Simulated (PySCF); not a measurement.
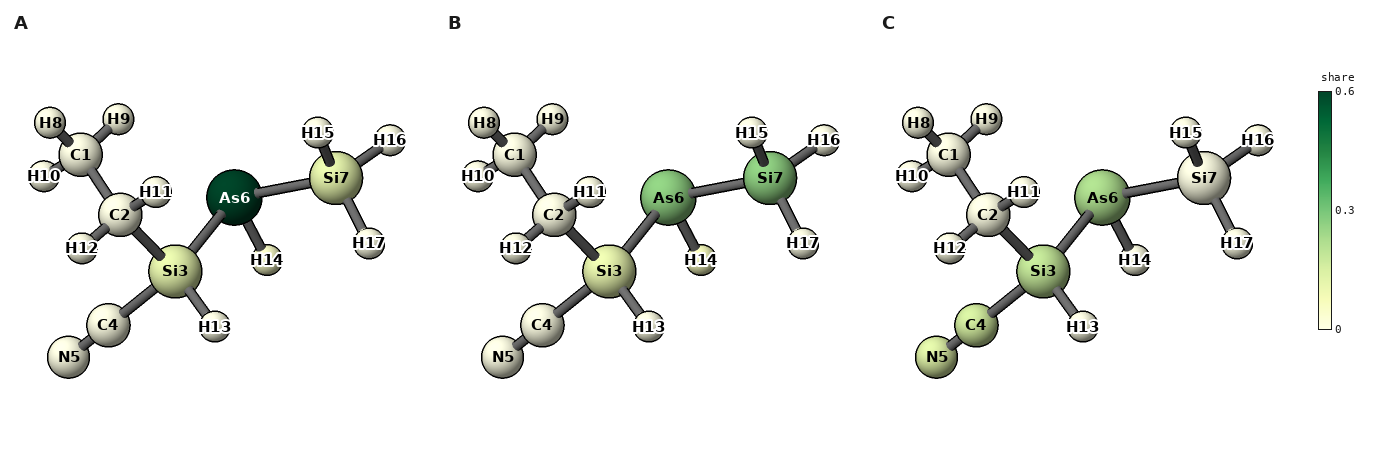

Each panel colours the atoms by their Löwdin share in one orbital (up to four of the largest shares; other atoms are shown as zero). The computed structure is the end point of a GFN2-xTB optimisation. No frequency run is at hand to confirm it as a minimum. Method: CAM-B3LYP/def2-SVPD (PySCF 2.14.0).

Question: The panels show the HOMO, LUMO, LUMO+1, in some order. Which is which?

Answer: A: HOMO, −9.03 eV; As6 0.60, Si3 0.11, Si7 0.11, H14 0.05
B: LUMO+1, 0.41 eV; As6 0.27, Si7 0.27, Si3 0.11, H14 0.07
C: LUMO, 0.16 eV; As6 0.23, Si3 0.19, C4 0.16, N5 0.13

The geometry is semi-empirical. Around As, Si such bond lengths and angles can be off by a tenth of an ångström or more and by several degrees, and values that hang on the shape move with them.
